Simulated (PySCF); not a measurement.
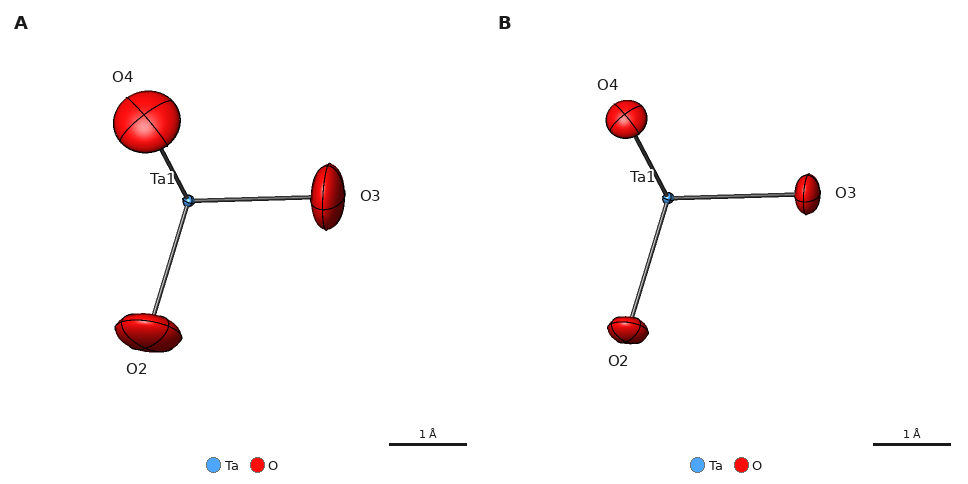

Displacement ellipsoids at the 50 % level, scaled by 3, from the internal vibrations of the free molecule (harmonic, no overall translation or rotation; no half-axis is drawn under 0.075 Å). The species has charge −1 and is a spin singlet. Vibrations computed with RKS-based PBE, Ta def2-SVPD with ECP60, O def2-SVPD; scalar-relativistic core potentials; density fitting (PySCF 2.14.0). One panel is for 298 K, the other for 900 K.

**Which panel is for 900 K?**

A.

**How much does the mean-square displacement of O3 grow, and why?**

U_eq goes from 0.0026 to 0.0067 Å², a factor of 2.6. Modes below kT (626 cm⁻¹ at 900 K) grow about in proportion to T, and the lowest lies at 213 cm⁻¹; the mean-square amplitude of a mode is its zero-point value times coth(ħω/2kT), which comes close to 1 only above about 3kT.

The search tried a few shapes and spins; others may lie lower.
